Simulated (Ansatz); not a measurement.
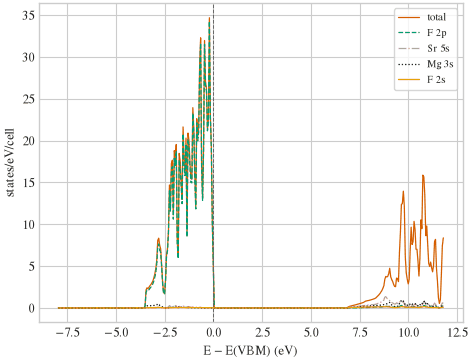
Total and projected density of states of SrMgF4 in space group Cmc2_1 (No. 36; Pearson symbol oS24), DFT-PBEsol in the program Ansatz with PAW potentials

### Question
Which orbitals carry the states next to the gap?

### Answer
Top 1 eV of the valence band: F 2p 98 %. Bottom 1 eV of the conduction band: Sr 5s 42 %, Mg 3s 25 %, F 2s 16 %, outside the projected shells 12 %. Projections are on Löwdin-orthogonalised atomic valence shells; empty p or d shells of many metals are not among them.

The first step of the workflow began from a Materials Project structure, measured or hypothetical; the Crystallography Open Database files this formula in space group No. 36, but the cells were not matched. Its standing as an ambient phase is unchecked. The PBEsol relaxation kept the symmetry of its start; of distortions, only those at the zone centre were tested. Scalar-relativistic: spin–orbit coupling is off unless named, which matters more the heavier the elements.

Potentials: the later of the program's two PAW sets.
